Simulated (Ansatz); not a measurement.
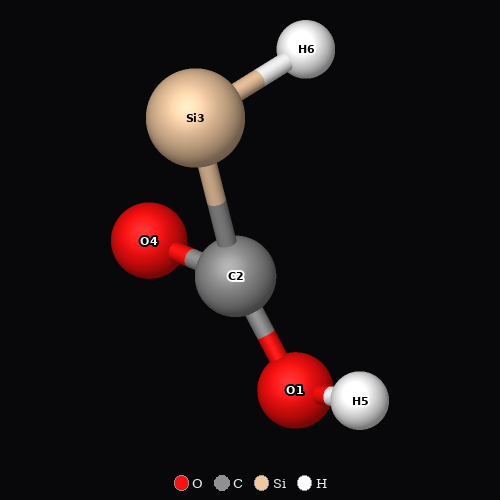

The system is CH₂O₂Si (SMILES OC1=[SiH]O1) with the probe H2; the picture shows it without the atoms that are moved over the map. 
- The probe is moved over a plane parallel to the molecule's main plane, 2.11 Å above it.
- Coordinates scanned: (1) x of the probe's H atom; (2) y of the probe's H atom.
- Nothing is relaxed (molecule and probe rigid, the probe upright with H nearest the plane).
- Grid: 19 × 19 points.
- Points are written as (first, second).
- Energies: meV, counted from the lowest grid point.
- The calculation used RKS PBE-D4/def2-SVPD in Ansatz 0.2.0.

Range: x of the probe's H atom from −2.97 to 2.97 Å; y of the probe's H atom from −2.97 to 2.97 Å.

### What landscape does the calculation give?

The lowest grid point is at (−0.99 Å, −2.31 Å). The energy also falls towards the edge at (−2.97 Å, 2.97 Å) (23 meV above the lowest) and (2.97 Å, 1.98 Å) (28 meV above the lowest), where a further well may lie outside the range. A higher local minimum lies near (0.00 Å, 2.64 Å) (15 meV above the lowest at that grid point). The highest grid point, (−1.65 Å, 0.66 Å), lies 290 meV above the lowest. Near the minimum the curvatures are about 0.0099 and 0.064 eV/Å² along the soft and the stiff direction.

```tsv
y of the probe's H atom ↓, x of the probe's H atom →	−2.97	−2.31	−1.65	−0.99	−0.33	0.33	0.99	1.65	2.31	2.97
2.97	23	24	25	21	17	18	22	27	29	32
2.31	33	52	58	43	23	17	25	32	31	28
1.65	73	134	153	114	63	43	53	57	42	28
0.99	126	233	267	206	129	100	107	92	54	27
0.33	131	238	273	225	168	145	138	98	46	20
−0.33	81	140	159	150	152	141	108	62	25	13
−0.99	33	49	51	60	87	86	51	21	10	13
−1.65	17	12	7	10	25	26	12	7	11	19
−2.31	21	12	4	0	1	2	4	11	19	27
−2.97	30	23	16	10	7	8	13	21	28	34
```

The table holds every second grid line.

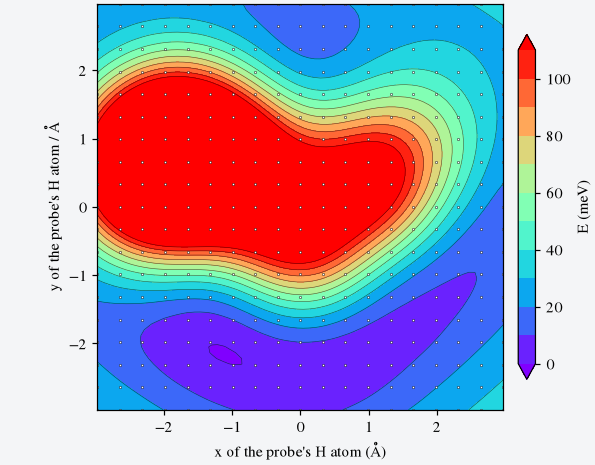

Drawn: filled contours, dots at the grid points, one colour for all values above the top of the scale. Between grid points the surface is interpolated.

Time for the 361 points that were run: 35 min on 1 thread of Arm Neoverse N1 (shared host).
